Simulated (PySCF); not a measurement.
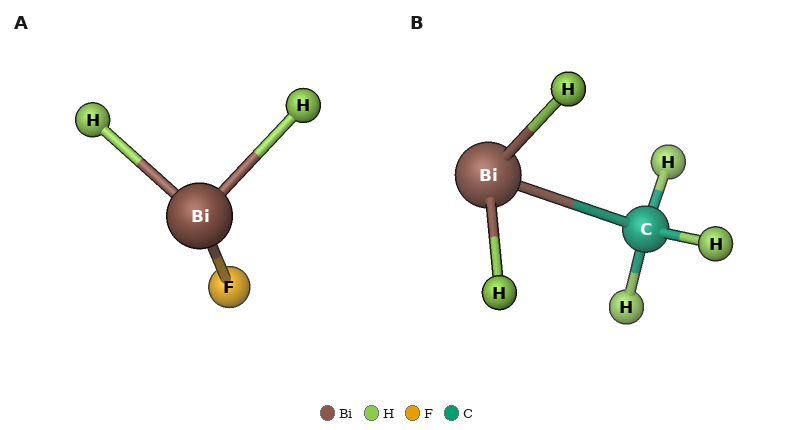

Two related species, optimised with PBE0-D3(BJ)/def2-SVP; properties computed with PySCF 2.14.0. Both: charge 0, singlet.

Identify both.

Answer. A is BiH2F, B is BiH2Me.

Compare them. With CAM-B3LYP/def2-SVPD, core potentials on Bi: dipole moment (D), HOMO–LUMO gap (eV), HOMO energy (Kohn–Sham orbital) (eV), lowest vertical singlet excitation (eV), mean static polarisability (bohr³). With PBE0-D3(BJ)/def2-SVP: mean Bi–H length (Å).

```json
{"quantity": "dipole moment (D)", "A": "3.68", "B": "0.94"}
{"quantity": "HOMO–LUMO gap (eV)", "A": "8.51", "B": "8.87"}
{"quantity": "HOMO energy (Kohn–Sham orbital) (eV)", "A": "−9.38", "B": "−8.40"}
{"quantity": "lowest vertical singlet excitation (eV)", "A": "4.92", "B": "5.81"}
{"quantity": "mean static polarisability (bohr³)", "A": "46.7", "B": "64.6"}
{"quantity": "mean Bi–H length (Å)", "A": "1.806", "B": "1.799"}
```

Each is one conformer, and no frequency run is at hand to confirm it as a minimum.
